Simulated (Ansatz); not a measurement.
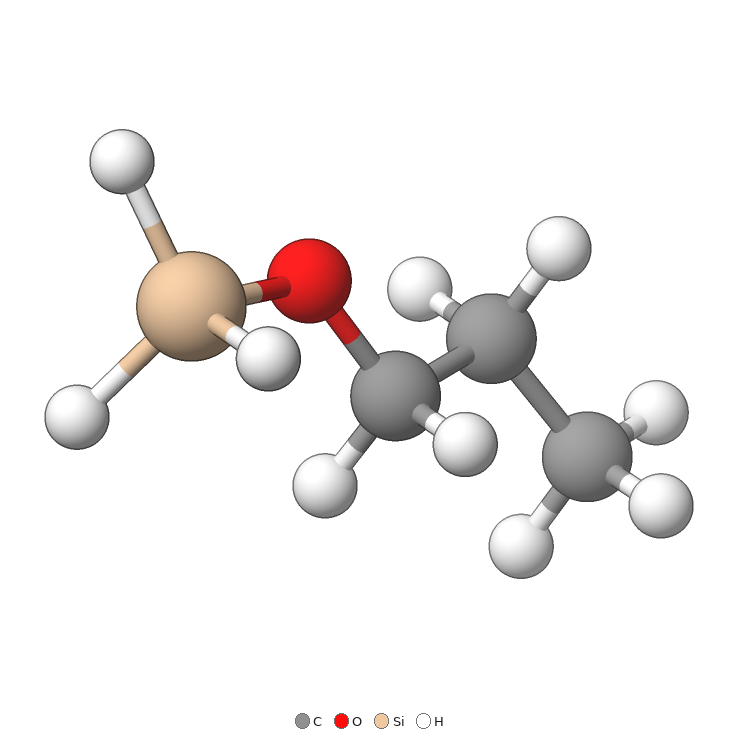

The geometry was computed by an optimisation with PBE-D4/def2-SVP. No frequency run is at hand to confirm it as a minimum.

Give the structural formula.

SMILES: CCCO[SiH3]

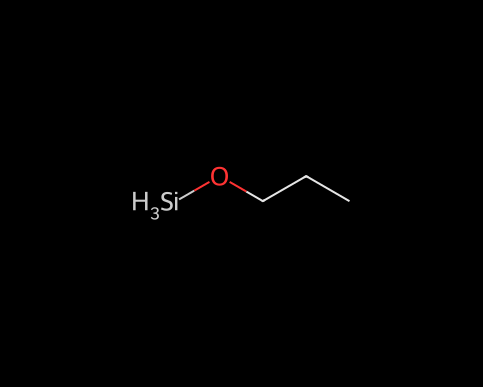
